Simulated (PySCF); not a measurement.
Consider C₂H₈F₂OSi₂.

Input file:

```
{"job": {"xc": "PBE0", "basis": "pcSseg-1", "kind": "nmr", "pop": true}, "charge": 0, "multiplicity": 1}
C     -2.574862    -0.587479     0.052234
Si    -1.328888     0.777996     0.092757
F     -0.847033     1.082691    -1.435449
O      0.020697     0.327277     0.933888
Si     1.409400    -0.515703     0.623446
C      2.492195     0.415676    -0.552071
F      0.963321    -1.919631    -0.072215
H     -2.112028    -1.493983    -0.367465
H     -2.927953    -0.820475     1.068427
H     -3.445927    -0.317520    -0.564070
H     -1.824359     2.054275     0.664938
H      2.039887    -0.844677     1.925426
H      2.873853     1.332345    -0.076672
H      3.351230    -0.189175    -0.877631
H      1.906053     0.706373    -1.437455
```

Launched as:

```sh
OMP_NUM_THREADS=1 python ens_run.py task.json out
```

Geometry: PBE0-D3(BJ)/def2-SVP.

These are results of PBE0/pcSseg-1, SCF density, gas phase, non-relativistic in PySCF, not measurements.

> What will maps of the electron density and electron localisation function show?

Si–F (1.63 Å): ρ at the midpoint is about 1 e/Å³; the ELF peaks at about 0.85 in the valence shell of F, 0.6 Å from its nucleus, and is about 0.55 at the midpoint.
Si–O (1.65 Å): ρ is about 1.1 e/Å³ halfway; the ELF peaks at about 0.85 between the atoms (a polar covalent bond).
C–H (1.10 Å): ρ is about 1.9 e/Å³ halfway; the ELF climbs to about 1 towards the hydrogen, as it does in any bond to H: an ordinary covalent bond to hydrogen.

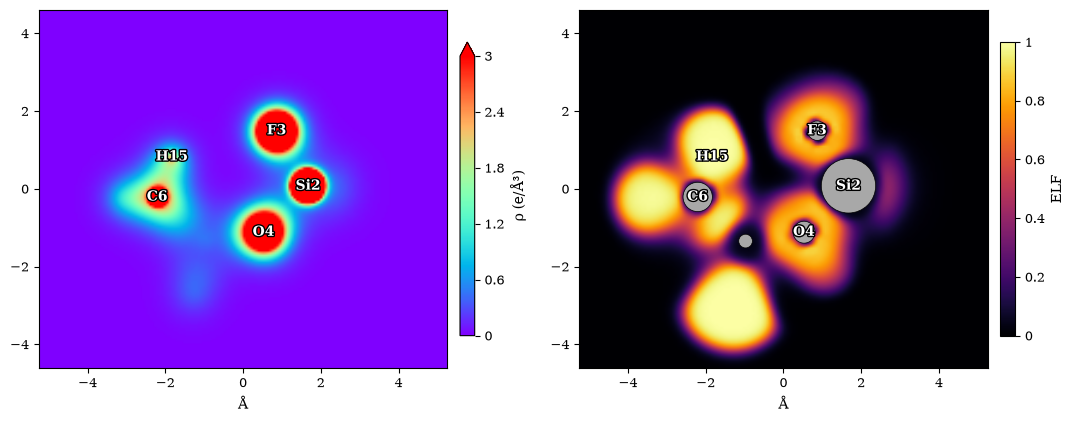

Computed electron density and electron localisation function on the plane of atoms F3, Si2 and O4, in this order. Grey discs cover the atomic cores in the ELF map. 
